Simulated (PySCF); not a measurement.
# C6H8BNO2: excited states, first hyperpolarisability

What do calculations give for the excited states, first hyperpolarisability of C6H8BNO2 (`Nc1ccccc1B(O)O`)?

Computed with PySCF 2.14.0 and routines of our own; the level stands in each step. Atoms count from 0.

### 1 The starting structure

18 atoms, charge 0, multiplicity 1; geometry from: GFN2-xTB.

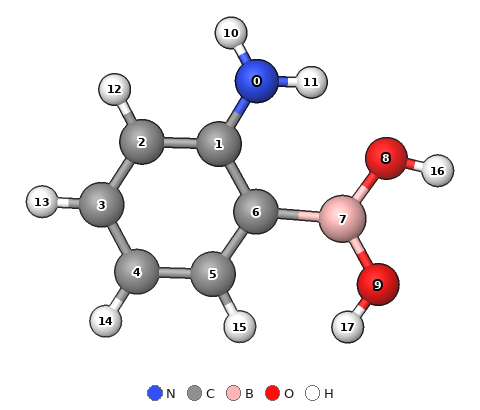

The starting geometry (nitrogen blue, carbon grey, boron pink, oxygen red, hydrogen white).

### 2 Optimising the geometry at PBE0-D3(BJ)/def2-SVP

What the job is given:

```
{"job": {"xc": "PBE0", "basis": "def2-SVP", "d3": "d3bj", "grid": 2, "kind": "geom"}, "charge": 0, "multiplicity": 1}
N     -0.486412     2.103734     0.320778
C     -0.674208     0.764405     0.109466
C     -1.976582     0.253400     0.082041
C     -2.207575    -1.097358    -0.050392
C     -1.138679    -1.973726    -0.162402
C      0.148498    -1.474369    -0.138318
C      0.426574    -0.112119    -0.005834
B      1.922978     0.382421    -0.014831
O      2.230047     1.695843    -0.210962
O      2.986673    -0.454572     0.149542
H     -1.260694     2.714648     0.121507
H      0.434068     2.458286     0.120327
H     -2.807285     0.941028     0.165643
H     -3.221504    -1.470145    -0.071170
H     -1.310620    -3.033770    -0.272842
H      0.971736    -2.170596    -0.245398
H      3.175566     1.853839    -0.210640
H      2.778659    -1.374633     0.301828
```

Launch:

```
OMP_NUM_THREADS=1 python excited_run.py task.json out
```

This one command runs all jobs of the session in turn.

Output:

```text
step   0  E = -462.78720896  max force = 0.012212
step   1  E = -462.78896880  max force = 0.002039
step   2  E = -462.78898497  max force = 0.001586
step   3  E = -462.78899129  max force = 0.001340
step   4  E = -462.78900928  max force = 0.001051
step   5  E = -462.78900966  max force = 0.001262
step   6  E = -462.78901607  max force = 0.000383
optimisation converged
```

Run time: 91 s. Hardware: 1 thread of Arm Neoverse V2, shared host; peak memory 0.83 GiB.

The steps of the relaxation:

```csv
step,energy from step 0 (eV),largest force component (eV/Å)
0,0.0000,0.6280
1,-0.0479,0.1048
2,-0.0483,0.0816
3,-0.0485,0.0689
4,-0.0490,0.0540
5,-0.0490,0.0649
6,-0.0492,0.0197
```

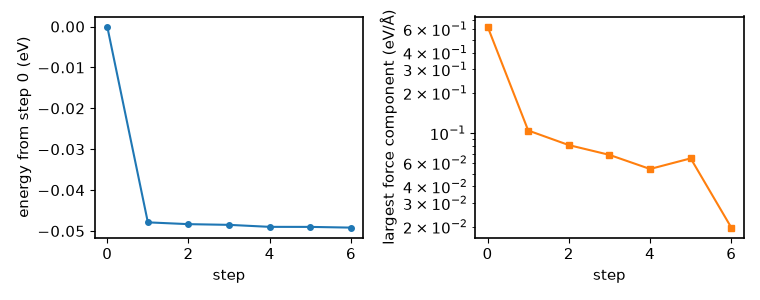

Energy and largest force along the relaxation.

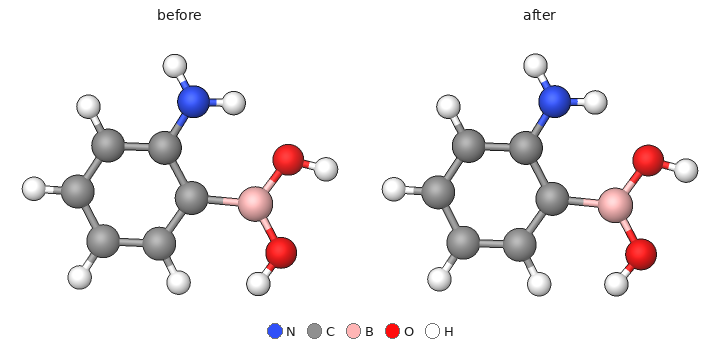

Before and after, at one scale.

Distances of close pairs at the start and the end, largest changes first:

```csv
bond,before (Å),after (Å),change (Å)
C6–B7,1.576,1.560,-0.016
C5–H15,1.083,1.096,+0.013
C3–H13,1.080,1.093,+0.013
C1–C2,1.399,1.412,+0.012
C2–H12,1.082,1.094,+0.012
C4–H14,1.080,1.091,+0.012
C1–C6,1.412,1.424,+0.012
C3–C4,1.387,1.398,+0.011
```

The end geometry stands in the next job.

```csv
at the end point,value
point group (found at 0.08 Å tolerance),C1
"rotational constants (GHz, main isotopes)","2.254, 1.111, 0.749"
dipole moment (D),0.80
```

### 3 Excited states: TDA wB97X-D/aug-cc-pVDZ

What the job is given:

```
{"job": {"kind": "states", "xc": "wB97X-D", "basis": "aug-cc-pVDZ", "tda": true, "soc": true, "nstates": 6, "ntriplets": 5, "nquad": 4}, "charge": 0, "multiplicity": 1}
N     -0.322232     2.256095     0.189853
C     -0.510263     0.913723     0.032516
C     -1.821594     0.391174     0.009369
C     -2.048711    -0.969252    -0.117834
C     -0.981583    -1.865527    -0.227013
C      0.308635    -1.353398    -0.202370
C      0.590421     0.016914    -0.072968
B      2.075153     0.494155    -0.069962
O      2.375238     1.824790    -0.223563
O      3.139018    -0.350174     0.076171
H     -1.110535     2.868269     0.043417
H      0.602290     2.627743     0.006820
H     -2.666914     1.080021     0.094615
H     -3.077478    -1.339109    -0.135338
H     -1.157893    -2.937160    -0.335530
H      1.141052    -2.058910    -0.309893
H      3.326958     1.972909    -0.188750
H      2.876761    -1.257763     0.253022
```

Method: TDA wB97X-D/aug-cc-pVDZ excited states, vertical, gas phase, spin-orbit mean-field couplings.

Output:

```text
coarse grid: 15800 points
cycle   1  E = -463.3757267744  dE =  2.152e+00  |g| = 8.624e-01  |ddm| = 4.721e+01
cycle   2  E = -463.3826967710  dE = -6.970e-03  |g| = 9.150e-01  |ddm| = 6.542e+00
cycle   3  E = -463.5288430253  dE = -1.461e-01  |g| = 6.836e-02  |ddm| = 2.435e+00
cycle   4  E = -463.5298277347  dE = -9.847e-04  |g| = 3.375e-02  |ddm| = 5.117e-01
cycle   5  E = -463.5301218342  dE = -2.941e-04  |g| = 7.173e-03  |ddm| = 3.643e-01
cycle   6  E = -463.5301352485  dE = -1.341e-05  |g| = 3.054e-03  |ddm| = 6.737e-02
cycle   7  E = -463.5301380940  dE = -2.846e-06  |g| = 7.282e-04  |ddm| = 1.800e-02
final grid: 154840 points
cycle   8  E = -463.5372387690  dE = -1.552e-04  |g| = 7.396e-03  |ddm| = 1.214e+00
cycle   9  E = -463.5372420311  dE = -3.262e-06  |g| = 7.339e-03  |ddm| = 1.023e-01
cycle  10  E = -463.5372522432  dE = -1.021e-05  |g| = 6.767e-04  |ddm| = 3.174e-02
cycle  11  E = -463.5372524014  dE = -1.582e-07  |g| = 4.763e-04  |ddm| = 1.950e-02
cycle  12  E = -463.5372524681  dE = -6.666e-08  |g| = 7.318e-05  |ddm| = 3.277e-03
cycle  13  E = -463.5372524725  dE = -4.389e-09  |g| = 5.204e-05  |ddm| = 1.069e-03
cycle  14  E = -463.5372524738  dE = -1.334e-09  |g| = 1.381e-05  |ddm| = 4.642e-04
cycle  15  E = -463.5372524740  dE = -1.855e-10  |g| = 4.806e-06  |ddm| = 1.879e-04
converged SCF energy = -463.5372524740

Singlet excitations
state   eV       nm        f     d(h-e)  d(exc)  Lambda  PR(NTO)  |dmu|/D   mu/D   main configurations
  1   4.4819   276.6   0.10579   0.639   3.083   0.617   1.238    1.520    1.905   H->L+1 0.86
  2   5.2028   238.3   0.00327   1.510   4.574   0.209   1.035    7.295    6.883   H->L 0.59, H->L+2 0.18
  3   5.4603   227.1   0.08382   0.352   3.409   0.505   1.450    1.103    1.480   H->L+7 0.34, H->L+5 0.20, H-1->L+1 0.16
  4   5.6396   219.8   0.00955   1.345   4.937   0.227   1.116    4.901    5.285   H->L+2 0.54, H->L 0.13
  5   5.8570   211.7   0.00048   0.534   5.263   0.166   1.066                     H->L+3 0.77
  6   6.3149   196.3   0.01366   1.377   4.941   0.322   1.205                     H->L+5 0.29, H->L+9 0.22, H->L+8 0.09

Triplet excitations (Tamm-Dancoff)
state   eV     d(h-e)  d(exc)  Lambda  PR(NTO)   main configurations
  1   3.4703   0.456   2.961   0.629   1.011   H->L+1 0.92
  2   3.8871   0.216   2.722   0.598   1.405   H->L+7 0.53, H-1->L+1 0.16, H->L+5 0.12
  3   4.4432   0.179   2.793   0.736   1.507   H-1->L+1 0.73, H->L+7 0.14
  4   5.1461   1.751   4.547   0.212   1.037   H->L 0.55, H->L+2 0.21
  5   5.5705   1.705   5.066   0.192   1.069   H->L+2 0.53, H->L 0.19, H->L+3 0.08
S1 - T1 = 1.0116 eV

Spin-orbit couplings |<S|Hso|T>| (cm-1)
             T1       T2       T3       T4       T5
S0        0.247    0.662    0.491    3.389    5.141
S1        0.070    0.441    0.048    0.284    2.135
S2        0.758    1.905    0.777    0.148    0.151
S3        0.967    0.510    0.221    1.545    0.995
S4        1.839    1.897    0.810    0.628    0.303
S5        0.771    1.794    0.884    0.889    0.393
S6        2.015    2.091    1.105    0.848    0.629
T1 sublevels (cm-1): 0.000 0.000 0.000   radiative rates (1/s): 0.0494 0.000847 0.0267
```

Run time: 76 s. Hardware: 1 thread of Arm Neoverse V2, shared host; peak memory 1.3 GiB.

From this job:

```csv
quantity,value
S1 less T1,1.01 eV
```

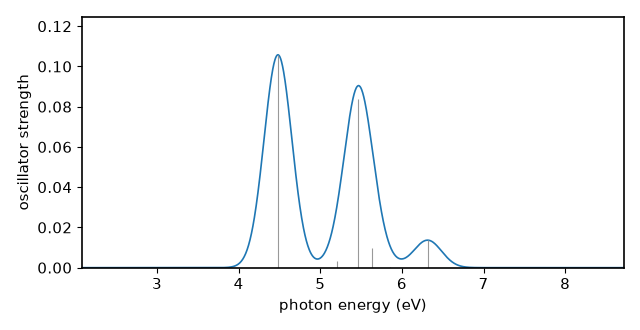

Absorption lines of the singlets. Lines are broadened to a width of 0.40 eV (Gaussian).

### 4 Excited states: TDDFT CAM-B3LYP/aug-cc-pVDZ

The job, as its differences from that of step 3:

```diff
@@ -1,2 +1,2 @@
-{"job": {"kind": "states", "xc": "wB97X-D", "basis": "aug-cc-pVDZ", "tda": true, "soc": true, "nstates": 6, "ntriplets": 5, "nquad": 4}, "charge": 0, "multiplicity": 1}
+{"job": {"kind": "states", "xc": "CAM-B3LYP", "basis": "aug-cc-pVDZ", "tpa": true, "nstates": 8, "nquad": 6, "ntriplets": 0}, "charge": 0, "multiplicity": 1}
 N     -0.322232     2.256095     0.189853
```

With the program's defaults for keys left out, this is: TDDFT CAM-B3LYP/aug-cc-pVDZ excited states, vertical, gas phase, two-photon moments by quadratic response.

Output:

```text
coarse grid: 15800 points
cycle   1  E = -463.2953786873  dE =  2.073e+00  |g| = 8.727e-01  |ddm| = 6.044e+01
cycle   2  E = -463.2612559874  dE =  3.412e-02  |g| = 1.028e+00  |ddm| = 7.363e+00
cycle   3  E = -463.4501688184  dE = -1.889e-01  |g| = 7.629e-02  |ddm| = 2.940e+00
cycle   4  E = -463.4512165732  dE = -1.048e-03  |g| = 3.868e-02  |ddm| = 6.196e-01
cycle   5  E = -463.4515867359  dE = -3.702e-04  |g| = 7.430e-03  |ddm| = 4.089e-01
cycle   6  E = -463.4515983333  dE = -1.160e-05  |g| = 3.714e-03  |ddm| = 6.101e-02
cycle   7  E = -463.4516021761  dE = -3.843e-06  |g| = 5.945e-04  |ddm| = 2.386e-02
final grid: 154840 points
cycle   8  E = -463.4749656233  dE = -4.143e-05  |g| = 4.858e-03  |ddm| = 7.122e-01
cycle   9  E = -463.4749662878  dE = -6.645e-07  |g| = 4.988e-03  |ddm| = 9.834e-02
cycle  10  E = -463.4749713846  dE = -5.097e-06  |g| = 4.727e-04  |ddm| = 2.709e-02
cycle  11  E = -463.4749714269  dE = -4.235e-08  |g| = 2.897e-04  |ddm| = 5.408e-03
cycle  12  E = -463.4749714478  dE = -2.094e-08  |g| = 4.015e-05  |ddm| = 2.536e-03
cycle  13  E = -463.4749714485  dE = -6.340e-10  |g| = 2.286e-05  |ddm| = 3.805e-04
converged SCF energy = -463.4749714485

Singlet excitations
state   eV       nm        f     d(h-e)  d(exc)  Lambda  PR(NTO)  |dmu|/D   mu/D   delta(TPA)   sigma/GM   main configurations
  1   4.3180   287.1   0.08822   0.606   3.084   0.608   1.260    1.628    1.991       40.51      0.277   H->L+1 0.91
  2   4.9351   251.2   0.00366   1.294   4.621   0.235   1.027    6.098    5.678       14.67      0.131   H->L 0.65, H->L+2 0.19
  3   5.2155   237.7   0.05702   0.668   3.888   0.416   1.314    2.218    2.538       50.95      0.508   H->L+5 0.27, H->L+2 0.27, H->L+7 0.18
  4   5.3471   231.9   0.02456   1.012   4.580   0.324   1.197    3.463    3.787       89.03      0.933   H->L+2 0.41, H->L+5 0.15, H->L 0.11
  5   5.5386   223.9   0.00013   0.256   5.278   0.185   1.043    1.764    1.531       70.32      0.790   H->L+3 0.85
  6   6.0327   205.5   0.00118   1.069   5.586   0.184   1.034    3.825    3.859       10.52      0.140   H->L+4 0.79
  7   6.0865   203.7   0.04150   0.675   5.028   0.464   1.445                                            H->L+5 0.43, H-1->L+1 0.17, H->L+6 0.15
  8   6.1406   201.9   0.01924   1.012   5.057   0.250   1.144                                            H->L+8 0.37, H->L+6 0.24
```

Wall time 100 s (1 thread of Arm Neoverse V2, shared host); peak memory 1.3 GiB.

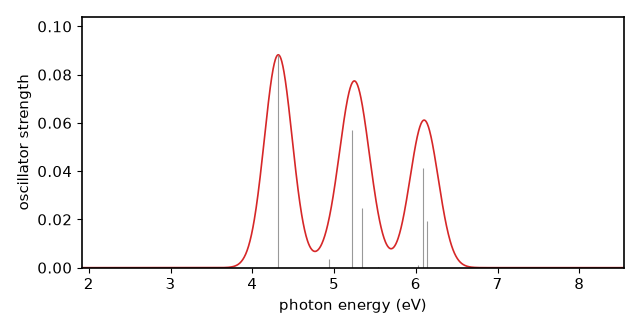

Absorption lines of the singlets. Lines are broadened to a width of 0.40 eV (Gaussian).

### 5 First hyperpolarisability: quadratic response CAM-B3LYP/aug-cc-pVDZ

The job, as its differences from that of step 4:

```diff
@@ -1,2 +1,2 @@
-{"job": {"kind": "states", "xc": "CAM-B3LYP", "basis": "aug-cc-pVDZ", "tpa": true, "nstates": 8, "nquad": 6, "ntriplets": 0}, "charge": 0, "multiplicity": 1}
+{"job": {"kind": "beta", "xc": "CAM-B3LYP", "basis": "aug-cc-pVDZ"}, "charge": 0, "multiplicity": 1}
 N     -0.322232     2.256095     0.189853
```

With the program's defaults for keys left out, this is: quadratic response CAM-B3LYP/aug-cc-pVDZ first hyperpolarisability, Taylor convention, gas phase.

Output:

```text
coarse grid: 15800 points
cycle   1  E = -463.2953786873  dE =  2.073e+00  |g| = 8.727e-01  |ddm| = 6.044e+01
cycle   2  E = -463.2612559874  dE =  3.412e-02  |g| = 1.028e+00  |ddm| = 7.363e+00
cycle   3  E = -463.4501688184  dE = -1.889e-01  |g| = 7.629e-02  |ddm| = 2.940e+00
cycle   4  E = -463.4512165732  dE = -1.048e-03  |g| = 3.868e-02  |ddm| = 6.196e-01
cycle   5  E = -463.4515867359  dE = -3.702e-04  |g| = 7.430e-03  |ddm| = 4.089e-01
cycle   6  E = -463.4515983333  dE = -1.160e-05  |g| = 3.714e-03  |ddm| = 6.101e-02
cycle   7  E = -463.4516021761  dE = -3.843e-06  |g| = 5.945e-04  |ddm| = 2.386e-02
final grid: 154840 points
cycle   8  E = -463.4749656233  dE = -4.143e-05  |g| = 4.858e-03  |ddm| = 7.122e-01
cycle   9  E = -463.4749662878  dE = -6.645e-07  |g| = 4.988e-03  |ddm| = 9.834e-02
cycle  10  E = -463.4749713846  dE = -5.097e-06  |g| = 4.727e-04  |ddm| = 2.709e-02
cycle  11  E = -463.4749714269  dE = -4.235e-08  |g| = 2.897e-04  |ddm| = 5.408e-03
cycle  12  E = -463.4749714478  dE = -2.094e-08  |g| = 4.015e-05  |ddm| = 2.536e-03
cycle  13  E = -463.4749714485  dE = -6.340e-10  |g| = 2.286e-05  |ddm| = 3.805e-04
converged SCF energy = -463.4749714485

Lowest singlets (eV, f): 4.3180 0.0882  4.9351 0.0037  5.2155 0.0570

First hyperpolarisability (au)
process     nm      |vector|   parallel      HRS      DR
static         -      300.62     164.49     144.52   3.406
shg       1907.0      325.38     177.36     153.34   3.559
eope      1907.0      308.46     168.58          -       -
shg       1064.0      397.10     213.92     177.92    4.05
eope      1064.0      327.27     178.33          -       -
```

Wall time 74 s (1 thread of Arm Neoverse V2, shared host); peak memory 1.3 GiB.

### 6 What came out

| quantity | value |
| --- | --- |
| point group | C1 |
| rotational constants (main isotopes) | 2.25, 1.11, 0.75 GHz |
| S1 less T1 (step 3, TDA wB97X-D/aug-cc-pVDZ) | 1.01 eV |
| β vector (step 5, quadratic response CAM-B3LYP/aug-cc-pVDZ) | static 301, SHG 1907.0 nm 325, SHG 1064.0 nm 397 au |

What this shows: Over 6 steps the energy fell by 0.049 eV; of the close pairs, C6–B7 changed most, 1.576 to 1.560 Å. In step 3, the number of triplets below S1 is 3, and the largest singlet-triplet spin-orbit coupling is S0–T5, 5.14 cm⁻¹. β grows from 301 au (static) to 397 au for doubling at 1064.0 nm: normal dispersion, which grows as twice the photon energy moves toward the bright states.
